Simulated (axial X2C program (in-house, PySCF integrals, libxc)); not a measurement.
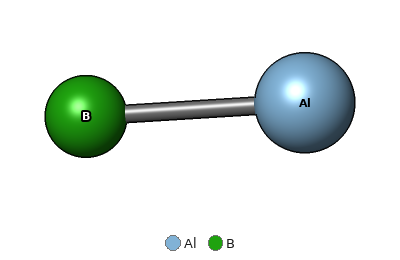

*The molecule at the reference distance of 2.327 Å.*

## Run report: AlB⁺, relativistic diatomic calculation

- system: AlB⁺. The reference is closed-shell AlB²⁺; the roots are the vertical energy changes on adding an electron to it, which gives states of AlB⁺. The distance is the PBE0 minimum at charge 1.
- method: EOM-EA-CCSD, two-component X2C with atomic mean-field Coulomb and Gaunt terms, Al dyall-av3z, B dyall-av3z (cores contracted) (axial X2C program (in-house, PySCF integrals, libxc))

**Log**
```
two-component X2C + atomic mean field  HF
basis functions 123  fitting functions 664  grid points 4359
iter        total energy     max residual
   1       -266.109249487     6.38e-02
   2       -266.117697098     3.01e-03
   3       -266.118114238     1.27e-03
   4       -266.118171469     4.14e-04
   5       -266.118178833     9.83e-05
   6       -266.118179324     7.54e-06
   7       -266.118179327     1.48e-06
   8       -266.118179328     4.00e-07
converged
one-electron -389.46191265  Coulomb 130.05724771  exact exchange -21.46617601  xc functional 0.00000000  nuclear repulsion 14.78148634  atomic mean-field constant -0.02882472
correlated 4  virtual 214  natural virtual 92  E(MP2) -0.080419827  MP2 remainder -0.003971782
iter   CCSD correlation   residual
   1     -0.095707768   1.77e-01
   2     -0.110112480   9.48e-02
   3     -0.111423424   2.54e-02
   4     -0.111928391   1.18e-02
   5     -0.111985046   4.24e-03
   6     -0.111937416   1.56e-03
   7     -0.111959759   5.20e-04
   8     -0.111961884   1.81e-04
   9     -0.111960878   7.91e-05
  10     -0.111960547   2.75e-05
  11     -0.111960805   1.11e-05
  12     -0.111961065   3.58e-06
  13     -0.111961067   9.34e-07
(T) -0.003156686134388846  T1 0.0358  D1 0.0454  max T2 0.246
EOM-EA-CCSD roots
2*Omega      energy/Eh   energy/eV  one-particle weight
    1      -0.50823944    -13.8299      0.928
    1      -0.50187514    -13.6567      0.919
    1      -0.40250977    -10.9528      0.829
    1      -0.39678238    -10.7970      0.000
    1      -0.39671669    -10.7952      0.000
    3      -0.50170982    -13.6522      0.919
    3      -0.40213484    -10.9426      0.828
    3      -0.39665112    -10.7934      0.000
    3      -0.35273902     -9.5985      0.000
    5      -0.39658569    -10.7916      0.000
    5      -0.32405252     -8.8179      0.000
    7      -0.28740694     -7.8207      0.000
```

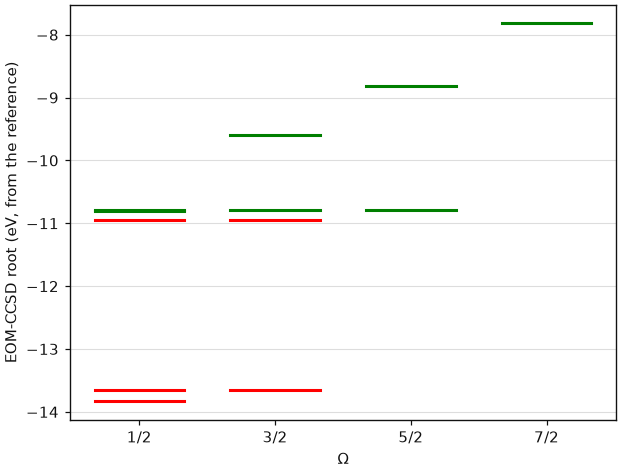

*EOM-CCSD roots by Ω at 2.33 Å; roots whose one-particle weight is under 0.8 have the second colour.*

The lowest has Ω = 1/2 and lies at −13.830 eV, with one-particle weight 0.93. 7 of the 12 roots are less well described at this level.

**The input**
```
{"zs": [13, 5], "q": 1, "bas": ["dyall-av3z", "dyall-av3z"], "r0": 2.11, "eom": "ea", "thr": -2.0, "nmax": 92, "grid": [1, 0.96, 1.045, 0.92, 1.09, 1.15]}
```

The line is the task of a batch: nuclear charges, charge, bases, a first guess of the distance and further settings. This report covers the levels named above. The log is that of the reference distance 2.327 Å.

The run was one of a batch that the task file lists, launched with:
```bash
python <driver script> task.json out
```

**Summary**

- outcome: converged
- HF energy of the reference AlB²⁺: −266.11818 hartree
- MP2 energy of the reference AlB²⁺: −266.19860 hartree
- CCSD energy of the reference AlB²⁺ (with the MP2 share of the virtual spinors left out of the coupled-cluster step): −266.23411 hartree
- CCSD(T) energy of the reference AlB²⁺: −266.23727 hartree
- T1 diagnostic (spinor form; for a closed shell √2 times the usual value): 0.036
- hardware: 1 thread of Arm Neoverse V1, 24 GiB of memory available, shared host
- wall time: 2.9 s
- peak memory: 0.49 GiB
